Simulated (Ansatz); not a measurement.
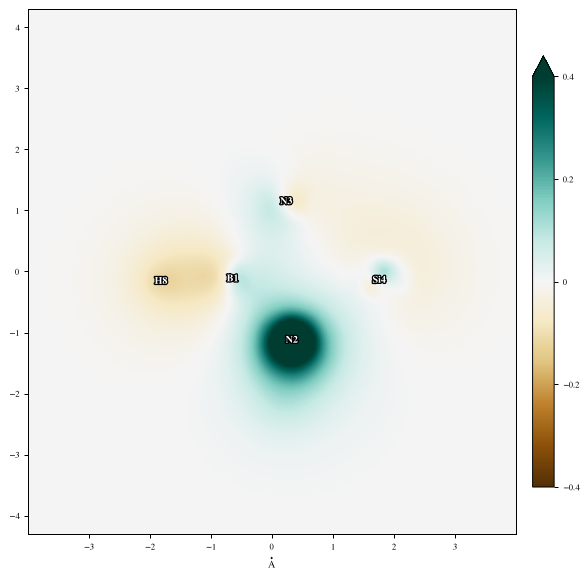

BH4N2Si (charge +1). The HOMO−1 on the plane of atoms B1, N3 and Si4 (values in Å⁻³ᐟ²; the overall sign is arbitrary).

Geometry: PBE0-D3(BJ)/def2-SVP.

These are results of isolated molecule in a Gaussian basis; Kohn-Sham density functional theory, functional PBE0 in Ansatz, not measurements.

The calculation's input:

```
crystal:
  periodic: [false, false, false]
  atoms:
    - {symbol: B, position_ang: [-0.991792, -1.522286, 1.417934]}
    - {symbol: N, position_ang: [-2.095079, -1.382824, 0.556927]}
    - {symbol: N, position_ang: [0.159038, -1.038747, 0.519931]}
    - {symbol: Si, position_ang: [-1.299570, -0.525842, -0.749292]}
    - {symbol: H, position_ang: [-3.068322, -1.606307, 0.754293]}
    - {symbol: H, position_ang: [0.778557, -0.322821, 0.916976]}
    - {symbol: H, position_ang: [0.780317, -1.791827, 0.199672]}
    - {symbol: H, position_ang: [-0.901430, -1.859827, 2.561656]}
basis:
  gaussian: {orbitals: def2-TZVPD}
total_charge: 1
hamiltonian: {xc: pbe0}
output: {forces: true, orbitals: {seedname: orbitals}}
```

Launched as:

```sh
ansatz run input.yaml --threads 2 --pin off --max-ram 4350MiB --events-out events.jsonl --progress --plain --runs-dir runs
```

Describe this orbital and give its energy.

It lies mainly on N2 (about 60 %), B1 (about 15 %) and Si4 (about 15 %). Its energy is −15.00 eV.
